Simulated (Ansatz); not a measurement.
## Electronic structure of BH3Si in real space

Input

```
crystal:
  periodic: [false, false, false]
  atoms:
    - {symbol: B, position_ang: [0.316559, -0.909483, 1.045108]}
    - {symbol: Si, position_ang: [-0.157643, 0.352054, -0.601728]}
    - {symbol: H, position_ang: [0.462886, -0.183691, -1.847604]}
    - {symbol: H, position_ang: [-1.636221, 0.416275, -0.785713]}
    - {symbol: H, position_ang: [0.360443, 1.728698, -0.355578]}
basis:
  gaussian: {orbitals: def2-TZVPP}
hamiltonian: {xc: pbe0, dispersion: d4}
output: {orbitals: {seedname: orbitals}}
```

Command:

```sh
ansatz run in.yaml --threads 2 --pin off --events-out ev --progress --plain --max-ram 4352MiB
```

Geometry: PBE0-D4/def2-TZVP.

Computed with RKS PBE0-D4/def2-TZVPP in Ansatz.

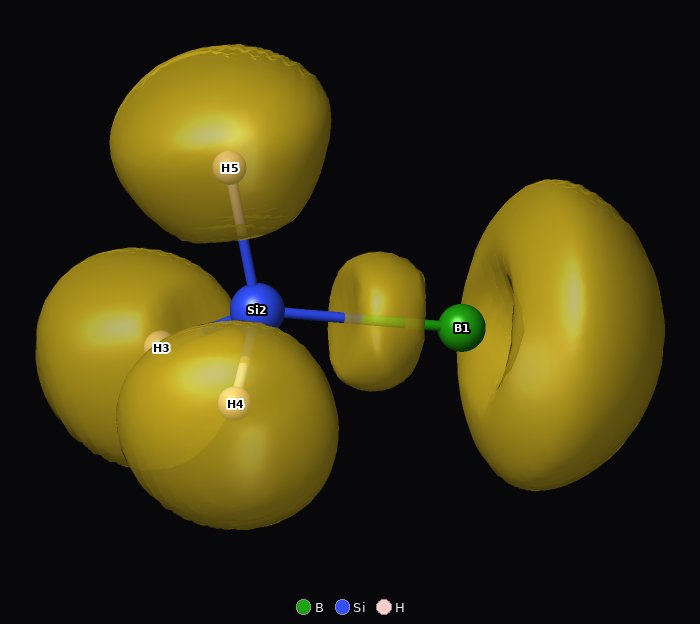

Figure 1. Isosurface of the ELF at 0.9 (yellow), seen at a tilt. Core shells and regions of very low density are left out.

**What do the ELF domains correspond to?**

At this value the surface marks out one region between bonded B–Si atoms (shared pairs), three regions around hydrogen nuclei and one lobe on B, pointing away from the bonds (lone pairs). Along the contacts the grid gives the following. Si–B (2.13 Å): the ELF peaks at about 1 between the atoms, as expected for a covalent bond. Si–H (1.49 Å): the ELF climbs to about 1 towards the hydrogen, as it does in any bond to H.

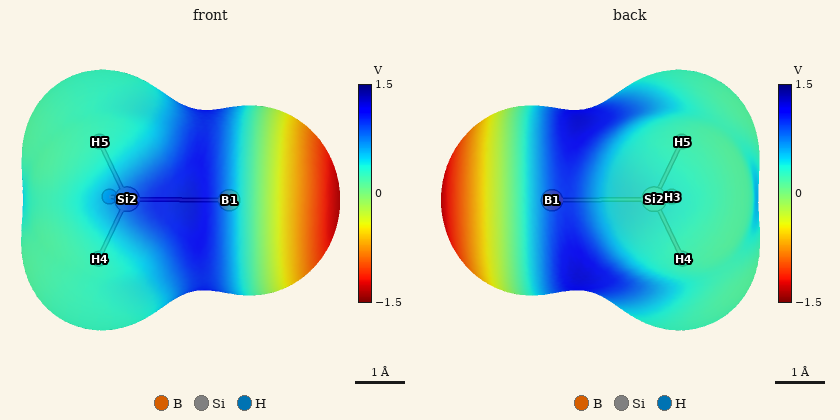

Figure 2. The molecular electrostatic potential painted on the density surface at 0.001 e/bohr³, seen from the front and from behind; red is negative and blue positive.

**Which sites attract a positive test charge, and which a negative one?**

A positive charge is drawn to the negative regions and a negative charge to the positive ones. The most negative region (about −1.3 V) lies over H3, the most positive (about +1.2 V) over B1 and Si2.

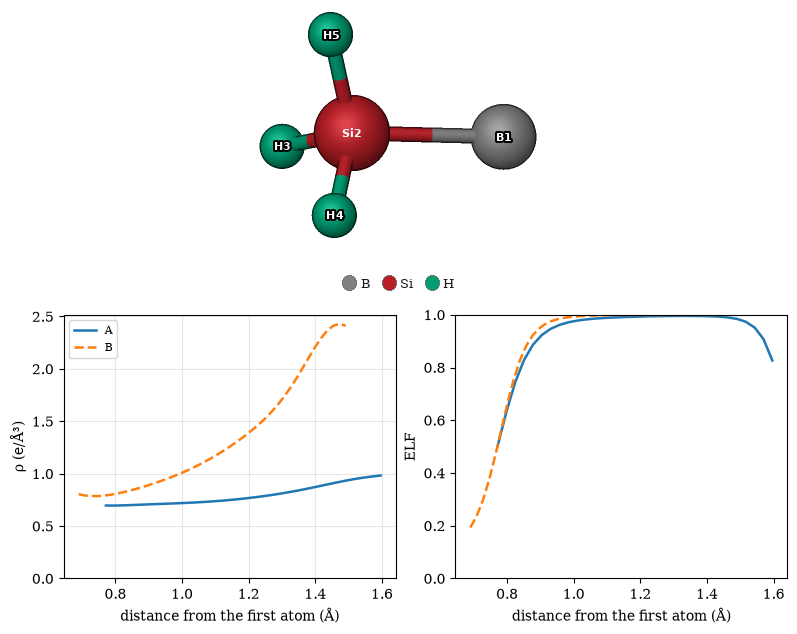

Figure 3. Electron density and electron localisation function along straight lines between neighbouring atoms. The curves leave out the atomic cores. The structure is drawn too.

**Which curve belongs to which contact (Si–B and Si–H)? The first atom named is at distance zero.**

Curve A: Si–B (2.13 Å): the density is about 0.73 e/Å³ at the midpoint; the ELF peaks at about 1 between the atoms (a covalent bond). Curve B: Si–H (1.49 Å): ρ at the midpoint is about 0.79 e/Å³; the ELF climbs to about 1 towards the hydrogen.

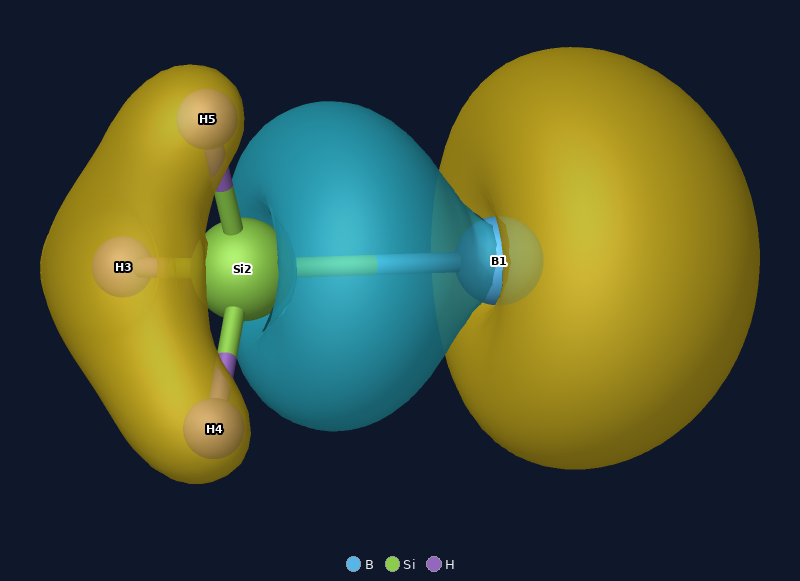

Figure 4. The HOMO at ±0.08 Å⁻³ᐟ² (yellow and cyan are the two phases), seen at a tilt.

**Describe this orbital and give its energy.**

It lies mainly on B1 (about 75 %) and Si2 (about 20 %). Its energy is −6.12 eV.
